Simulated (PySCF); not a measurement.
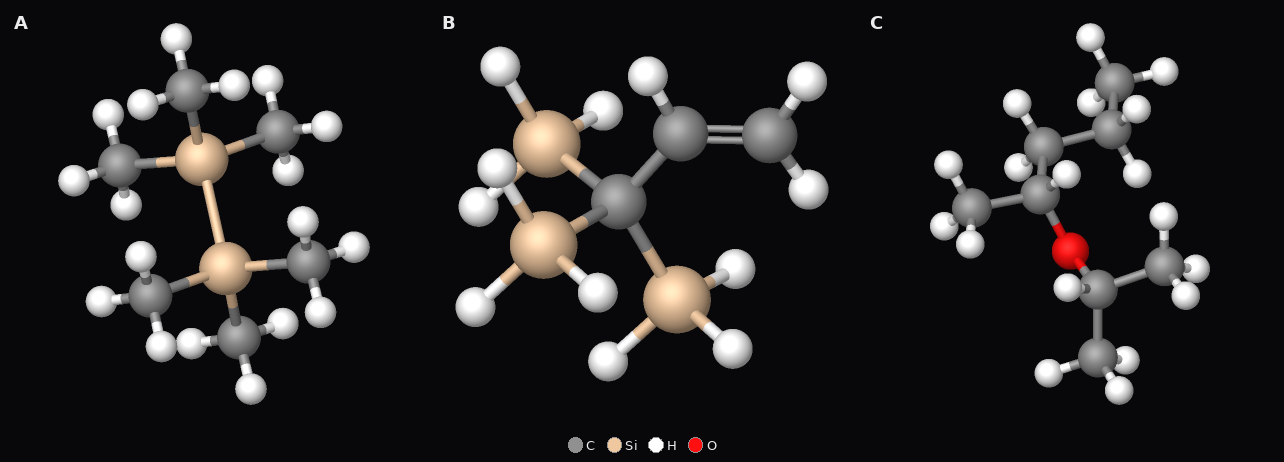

Source: calculation with PySCF.

```xyz
26
charge 0, multiplicity 1
C     1.8695    1.7144   -0.0682
Si    1.1606   -0.0356   -0.1730
C     1.9837   -1.1156    1.1431
C     1.5376   -0.7505   -1.8826
Si   -1.1633    0.0304    0.1735
C    -1.8917   -1.7097    0.0445
C    -1.9735    1.1386   -1.1273
C    -1.5341    0.7267    1.8924
H     1.6692    2.1681    0.9155
H     1.4297    2.3687   -0.8374
H     2.9618    1.7045   -0.2180
H     1.6133   -2.1519    1.0958
H     3.0767   -1.1416    1.0007
H     1.7849   -0.7318    2.1562
H     1.1521   -1.7780   -1.9781
H     1.0772   -0.1424   -2.6775
H     2.6242   -0.7792   -2.0668
H    -1.4549   -2.3807    0.8011
H    -2.9828   -1.6893    0.2021
H    -1.7028   -2.1505   -0.9471
H    -3.0659    1.1778   -0.9834
H    -1.7814    0.7649   -2.1455
H    -1.5886    2.1690   -1.0676
H    -1.1315    1.7462    2.0029
H    -2.6207    0.7720    2.0732
H    -1.0868    0.1005    2.6806
```

Which picture belongs to the input above?

A. The file holds C6H18Si2, `C[Si](C)(C)[Si](C)(C)C`.
